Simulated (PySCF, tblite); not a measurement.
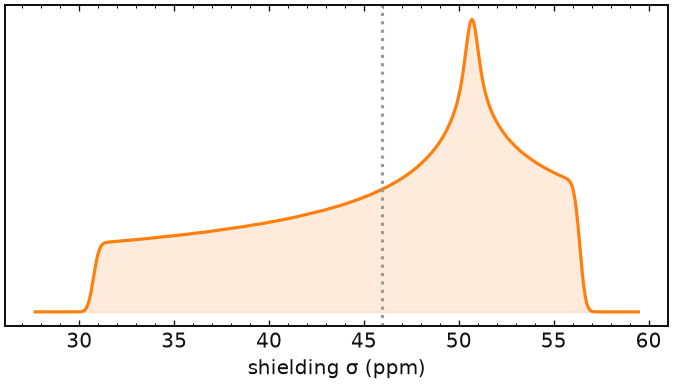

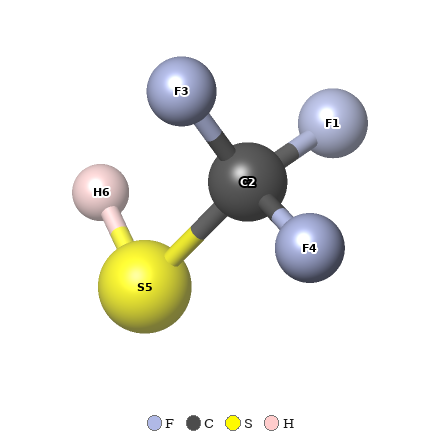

Static powder pattern (¹³C) from GIAO shielding tensors of CHF₃S, SMILES FC(F)(F)S, PBE0/pcSseg-1 in PySCF, at a GFN2-xTB geometry (a minimum by its frequencies); absolute shielding, one fixed geometry of the isolated molecule without any motion, no dipolar terms. The dotted line is the isotropic value; skew is 3(σiso − σ22)/span.

### The pattern belongs to C2. Give the principal values, span and skew.

C2: σ11, σ22, σ33 = 31, 51, 56 ppm, isotropic 46, span 26 ppm, skew −0.56.

Caveats: the tight-binding geometry is rougher than a DFT one and adds to the error.
